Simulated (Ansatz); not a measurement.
Band structure of ZnSe (F-43m, 2 atoms in the cell).

```xyz
2
Lattice="0.0000 2.8203 2.8203 2.8203 0.0000 2.8203 2.8203 2.8203 0.0000" Properties=species:S:1:pos:R:3 pbc="T T T"
Zn     0.0000     0.0000     0.0000
Se     4.2304     4.2304     4.2304
```

Level of theory: PBE (plane waves, PAW; Ansatz, a program for electronic structure).

Settings: kpoints.mp_grid.grid = 10 10 10; hamiltonian.xc = pbe; hamiltonian.pseudopotentials = {kind: paw} (the program's default PAW files); scf.occupations.method = fermi_dirac; scf.occupations.width = 0.02 eV; kpoints.band_path.npoints = 8.

The starting cell comes from a database of computed structures (which also holds hypothetical and non-ambient phases and stackings), without a prior relaxation at this level. Its lattice was rescaled by a random factor within 2.5 % of one.

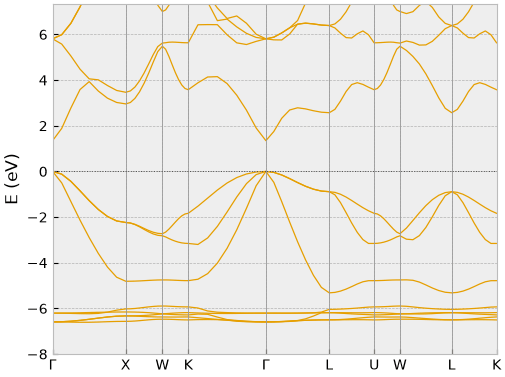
*Bands along the path, energies from the top of the valence band on the path.*

Problem. Read off roughly the gap and where its edges lie.

Solution. The gap along the path is about 1.3 eV (computed: 1.35 eV), direct at Γ to within 0.01 eV.

Levels in eV from the top of the valence band on the path, bands 11 to 17:
| point | 11 | 12 | 13 | 14 | 15 | 16 | 17 |
|---|---|---|---|---|---|---|---|
| Γ | -6.21 | 0.00 | 0.00 | 0.00 | 1.35 | 5.81 | 5.81 |
| X | -6.02 | -4.81 | -2.24 | -2.24 | 2.96 | 3.47 | 10.83 |
| W | -5.89 | -4.75 | -2.82 | -2.73 | 5.48 | 5.62 | 7.00 |
| K | -5.93 | -4.78 | -3.15 | -1.83 | 3.58 | 5.63 | 9.09 |
| L | -6.04 | -5.32 | -0.89 | -0.89 | 2.57 | 6.39 | 6.39 |
| U | -5.93 | -4.78 | -3.15 | -1.83 | 3.58 | 5.63 | 9.09 |

Keys are those of Ansatz 0.2.
